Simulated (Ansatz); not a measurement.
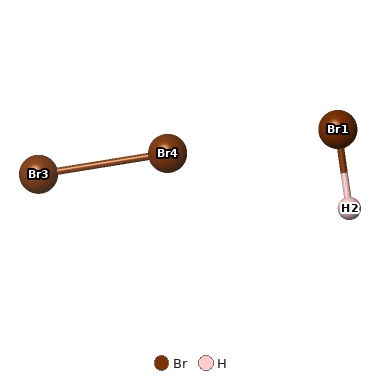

The system is the pair BrH···Br₂; the picture shows the reference structure. 
- First axis: separation of Br4 and Br1 along their line in the relaxed pair. Second axis: sideways slip of Br1, H2.
- Nothing is relaxed (both partners rigid).
- The grid has 15 × 15 points.
- Points are written as (first, second).
- Energies are in kcal/mol, from the lowest grid point.
- Theory: RKS PBE-D4/def2-SVPD (Ansatz 0.2.0).

Its coordinates:

```xyz
4

Br    0.7961    0.3506   -2.0003
H     1.8134    0.9963   -1.2138
Br   -1.8710   -0.9477    2.6101
Br   -0.7384   -0.3992    0.6040
```

Range: separation of Br4 and Br1 along their line in the relaxed pair from 2.616 to 5.216 Å; sideways slip of Br1, H2 from −3.00 to 3.00 Å.

Predict the map.

The lowest grid point is at (3.066 Å, 0.00 Å). It is the only kind of minimum in the scanned range. The highest grid point, (2.616 Å, −0.43 Å), lies 7.08 kcal/mol above the lowest. Round the minimum the two coordinates are nearly uncoupled.

| second ↓, first → | 2.616 | 2.681 | 2.787 | 2.917 | 3.066 | 3.231 | 3.410 | 3.601 | 3.804 | 4.017 | 4.239 | 4.471 | 4.711 | 4.960 | 5.216 |
| --- | --- | --- | --- | --- | --- | --- | --- | --- | --- | --- | --- | --- | --- | --- | --- |
| 3.00 | 4.48 | 4.47 | 4.47 | 4.48 | 4.50 | 4.53 | 4.57 | 4.62 | 4.67 | 4.73 | 4.79 | 4.85 | 4.90 | 4.95 | 4.99 |
| 2.57 | 4.64 | 4.55 | 4.45 | 4.37 | 4.33 | 4.33 | 4.36 | 4.42 | 4.48 | 4.56 | 4.64 | 4.72 | 4.80 | 4.87 | 4.93 |
| 2.14 | 5.19 | 4.90 | 4.54 | 4.25 | 4.08 | 4.02 | 4.04 | 4.12 | 4.22 | 4.34 | 4.45 | 4.56 | 4.67 | 4.77 | 4.85 |
| 1.71 | 6.03 | 5.38 | 4.59 | 3.98 | 3.62 | 3.49 | 3.53 | 3.66 | 3.85 | 4.04 | 4.21 | 4.38 | 4.52 | 4.65 | 4.76 |
| 1.29 | 6.63 | 5.54 | 4.24 | 3.29 | 2.77 | 2.64 | 2.76 | 3.03 | 3.35 | 3.66 | 3.94 | 4.17 | 4.37 | 4.53 | 4.68 |
| 0.86 | 6.61 | 5.10 | 3.36 | 2.14 | 1.56 | 1.52 | 1.82 | 2.30 | 2.81 | 3.27 | 3.66 | 3.98 | 4.23 | 4.43 | 4.60 |
| 0.43 | 6.46 | 4.57 | 2.45 | 1.03 | 0.44 | 0.52 | 1.01 | 1.68 | 2.36 | 2.96 | 3.45 | 3.84 | 4.13 | 4.37 | 4.55 |
| 0.00 | 6.77 | 4.61 | 2.22 | 0.64 | 0.00 | 0.11 | 0.68 | 1.43 | 2.19 | 2.85 | 3.38 | 3.79 | 4.11 | 4.35 | 4.54 |
| −0.43 | 7.08 | 4.98 | 2.64 | 1.08 | 0.42 | 0.49 | 0.99 | 1.67 | 2.37 | 2.98 | 3.48 | 3.87 | 4.16 | 4.39 | 4.58 |
| −0.86 | 6.82 | 5.18 | 3.31 | 2.03 | 1.45 | 1.44 | 1.78 | 2.29 | 2.83 | 3.32 | 3.72 | 4.04 | 4.29 | 4.49 | 4.65 |
| −1.29 | 6.43 | 5.33 | 4.04 | 3.12 | 2.66 | 2.58 | 2.76 | 3.07 | 3.43 | 3.75 | 4.04 | 4.27 | 4.46 | 4.61 | 4.74 |
| −1.71 | 6.23 | 5.52 | 4.69 | 4.05 | 3.69 | 3.58 | 3.63 | 3.79 | 3.98 | 4.18 | 4.35 | 4.50 | 4.64 | 4.75 | 4.85 |
| −2.14 | 5.93 | 5.51 | 5.01 | 4.61 | 4.37 | 4.26 | 4.26 | 4.32 | 4.42 | 4.52 | 4.62 | 4.71 | 4.80 | 4.88 | 4.95 |
| −2.57 | 5.46 | 5.26 | 5.02 | 4.83 | 4.70 | 4.65 | 4.64 | 4.67 | 4.71 | 4.76 | 4.82 | 4.88 | 4.94 | 4.99 | 5.03 |
| −3.00 | 5.06 | 5.00 | 4.93 | 4.88 | 4.84 | 4.84 | 4.84 | 4.86 | 4.89 | 4.93 | 4.97 | 5.00 | 5.04 | 5.07 | 5.10 |

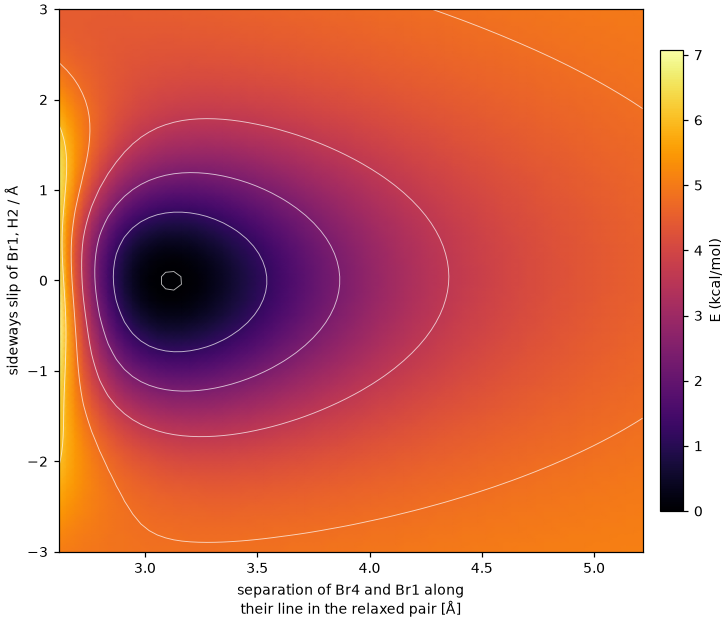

Drawn: a smooth colour map with a few white contour lines. Between grid points the surface is interpolated.

Each point was launched as `ansatz run input.yaml --threads 1 --pin off --max-ram 2560MiB --backend cpu --events-out ev --progress --plain --runs-dir out`. The whole map (225 points run) took 28 min on 1 thread of Arm Neoverse N1 (shared host).
